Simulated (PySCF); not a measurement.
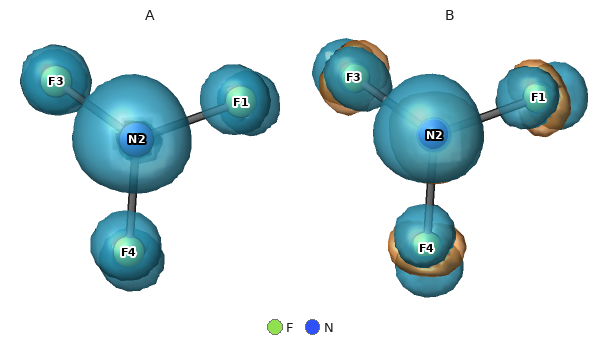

F3N, SMILES `FN(F)F`. The Fukui function f⁻ from two separate SCF calculations and the density of the HOMO, at ±0.1 e/Å³ (light blue positive, orange negative).

PySCF calculation, TPSSh/def2-SVPD, gas phase; geometry: GFN2-xTB. No frequency check shows the geometry to be a minimum.

Q: Which panel is which, and how good is the frozen-orbital picture?

A: B is f⁻ (it has negative regions), A the HOMO density. The HOMO lies on N2 (48 %) and F1, F3 and F4 (17 % each); f⁻ (Hirshfeld-condensed) is largest on N2 (0.30) and F1, F3 and F4 (0.23 each); the vertical ionisation energy is 13.10 eV. Relaxation shifts 18 % of the electron between atoms. The orbital energy is −9.22 eV.

Run time: 2.3 min on 1 thread of Intel(R) Xeon(R) Platinum 8488C (Sapphire Rapids), with other jobs on the host, peak memory 0.48 GiB.
